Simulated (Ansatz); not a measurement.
**ZrGe: pressure series**

Base system: ZrGe (space group Pnma, No. 62; a cell from a computed database, its experimental status unchecked).

```
CELL_PARAMETERS angstrom
      7.10244     0.00000     0.00000
      0.00000     3.91529     0.00000
      0.00000     0.00000     5.40939
ATOMIC_POSITIONS crystal
  Zr 0.17728 0.25000 0.63133
  Zr 0.82272 0.75000 0.36867
  Zr 0.32272 0.75000 0.13133
  Zr 0.67728 0.25000 0.86867
  Ge 0.04760 0.25000 0.15279
  Ge 0.95240 0.75000 0.84721
  Ge 0.45240 0.75000 0.65279
  Ge 0.54760 0.25000 0.34721
```

Cell and atoms are relaxed at each pressure.

Method: r2SCAN (Ansatz, a first-principles code; PAW; 500 eV plane waves; spin-orbit coupling left out), earlier PAW set.

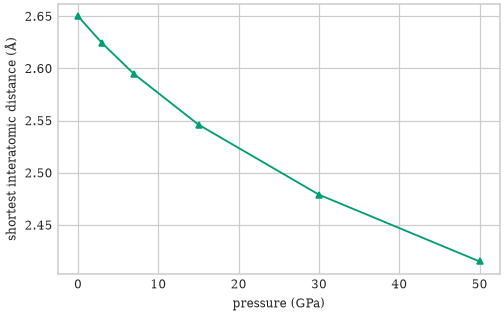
Figure. Shortest interatomic distance against pressure

### Question
From the plot, what is the shortest interatomic distance for pressure 30 GPa?

### Answer
About 2.48 Å.

### Question
Is the trend monotonic over the range shown?

### Answer
Yes, it falls throughout, spanning 2.415 Å to 2.650 Å.

Load acts through the strain it causes; cell and atoms are relaxed under it. No phonon test of stability was made. Competing high-pressure phases were not computed. All final runs are without spin polarisation.
